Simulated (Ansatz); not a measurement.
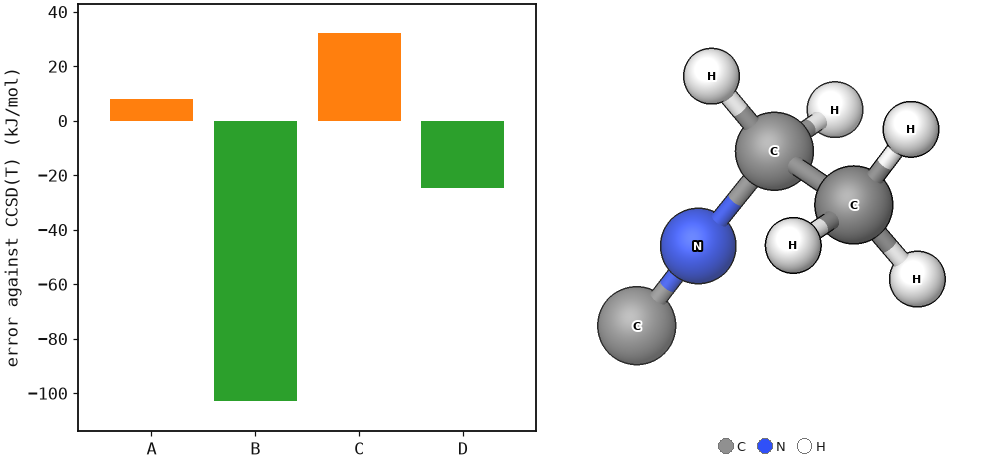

Error in the electronic atomisation energy (method less reference, so positive means overbinding) of C₃H₅N, SMILES [C-]#[N+]CC: functionals in def2-TZVPP against frozen-core CCSD(T) at the limit (MP2 extrapolated from triple and quadruple zeta, plus CCSD(T) less MP2 in a smaller set), which gives 3706.7 kJ/mol, at a PBE0-D4/def2-TZVP geometry (a minimum by its frequencies), no zero-point or spin-orbit term, the Ansatz code. The reference leaves out core correlation, a term that grows with the number of heavy atoms. No dispersion term is added to LC-wPBE.

### The letters stand for BHLYP-D4, BLYP-D4, LC-wPBE and r2SCANh-D4. Which is which?

A: LC-wPBE (7.8 kJ/mol); B: BHLYP-D4 (−103.1 kJ/mol); C: BLYP-D4 (32.1 kJ/mol); D: r2SCANh-D4 (−24.7 kJ/mol).
